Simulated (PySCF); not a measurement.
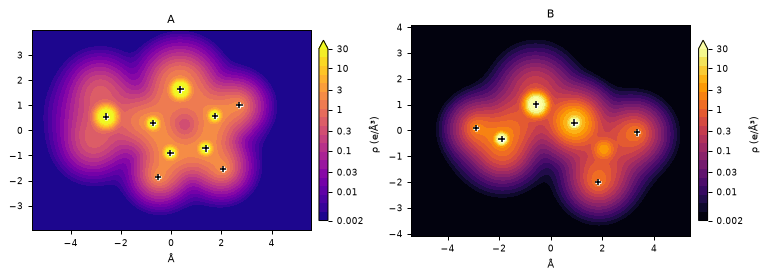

The total electron density of 2 systems, each on a plane through atoms (crosses mark nuclei in the plane).

These are results of PySCF 2.14.0, PBE0/def2-SVPD, SCF density, gas phase, not measurements.

System 1: C$_{2}$H$_{9}$ClOSi$_{2}$ (SMILES C[SiH2]O[SiH2]CCl), the plane of atoms C1, Si2 and O3. Geometry: GFN2-xTB.

```xyz
15

C     2.3438    0.2985    0.1291
Si    1.2502   -1.1962   -0.2637
O    -0.1946   -0.6864   -0.8461
Si   -1.5309    0.2055   -0.9091
C    -2.1732    0.5182    0.8660
Cl   -0.9609    1.4366    1.7949
H     3.3183   -0.0096    0.4957
H     2.5039    0.9153   -0.7518
H     1.8868    0.9278    0.8889
H     0.9544   -1.9868    0.9331
H     1.7651   -2.0085   -1.3662
H    -2.5176   -0.6021   -1.6207
H    -1.2163    1.4909   -1.5238
H    -2.3475   -0.4036    1.4173
H    -3.0860    1.1084    0.8855
```

System 2: C$_{4}$H$_{7}$PSSi, the plane of atoms Si2, C3 and C4. Geometry: GFN2-xTB.

```csv
atom,x (Å),y (Å),z (Å)
P,3.0749,0.8740,-0.1005
Si,1.7139,-0.8912,0.1942
C,-0.0997,-0.4023,0.1979
C,-0.9746,-0.3538,-0.8492
C,-2.2601,0.1065,-0.4960
C,-2.3551,0.4096,0.8241
S,-0.8767,0.1390,1.6540
H,2.4313,1.6860,0.8182
H,2.3597,1.4121,-1.1572
H,2.0451,-1.4967,1.4854
H,1.9201,-1.8184,-0.9217
H,-0.7010,-0.6459,-1.8480
H,-3.0749,0.2055,-1.1911
H,-3.2036,0.7751,1.3679
```

Q: Match each panel to its system.

A: Panel A is system 2, C$_{4}$H$_{7}$PSSi: the plane holds Si, C, S and H. C–C (1.36 Å): ρ at the midpoint is about 2.2 e/Å³. Panel B is system 1, C$_{2}$H$_{9}$ClOSi$_{2}$: the plane holds C, Si, O and H. C–Si (1.89 Å): ρ is about 0.94 e/Å³ halfway.
